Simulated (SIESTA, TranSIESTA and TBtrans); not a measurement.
System: Ru chain with a F atom beside one bond. Leads: straight Ru chain, spacing 2.25 Å. Geometry: as built, not relaxed.

TranSIESTA and TBtrans, PBE, DZP numerical orbitals (energy shift 0.15 eV), PseudoDojo norm-conserving scalar-relativistic potentials, mesh cutoff 200 Ry, 300 K, spin-polarised (collinear), no spin-orbit coupling; self-consistent non-equilibrium Green functions.

Energies count from the leads' Fermi level. Transmissions are for each spin. The energy step is 0.01 eV; narrower resonances are cut or missed.

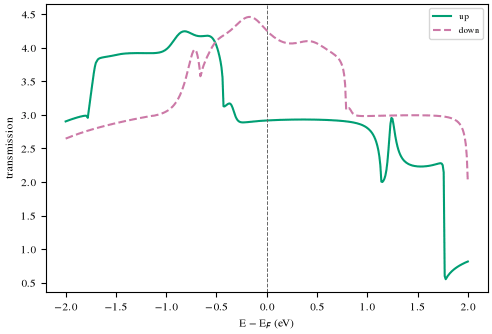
*Transmission against energy*

| E (eV) | T up | T down | lead channels up | down |
|---|---|---|---|---|
| -2.00 | 2.90 | 2.65 | 3 | 3 |
| -1.80 | 2.99 | 2.75 | 3 | 3 |
| -1.60 | 3.86 | 2.84 | 6 | 3 |
| -1.40 | 3.91 | 2.91 | 6 | 3 |
| -1.20 | 3.92 | 2.97 | 6 | 3 |
| -1.00 | 3.97 | 3.05 | 6 | 4 |
| -0.80 | 4.24 | 3.57 | 6 | 4 |
| -0.60 | 4.18 | 3.84 | 6 | band edge |
| -0.40 | 3.15 | 4.21 | 4 | 6 |
| -0.20 | 2.89 | 4.45 | 4 | 6 |
| 0.00 | 2.92 | 4.25 | 4 | 6 |
| 0.20 | 2.93 | 4.07 | 4 | 6 |
| 0.40 | 2.93 | 4.10 | 4 | 6 |
| 0.60 | 2.92 | 3.97 | 4 | 6 |
| 0.80 | 2.90 | 3.08 | 4 | 4 |
| 1.00 | 2.80 | 2.98 | 4 | 4 |
| 1.20 | 2.30 | 2.99 | 3 | 4 |
| 1.40 | 2.28 | 2.99 | 3 | 4 |
| 1.60 | 2.24 | 2.99 | 3 | 4 |
| 1.80 | 0.60 | 2.96 | 1 | 4 |
| 2.00 | 0.81 | 2.00 | 1 | 3 |

The magnetic order of the leads was set by the start, and no other order was tried; the separate lead runs end at 1.33 (left) and 1.33 (right) μB an atom. The straight chain is held at its spacing; free chains may zigzag or dimerise.
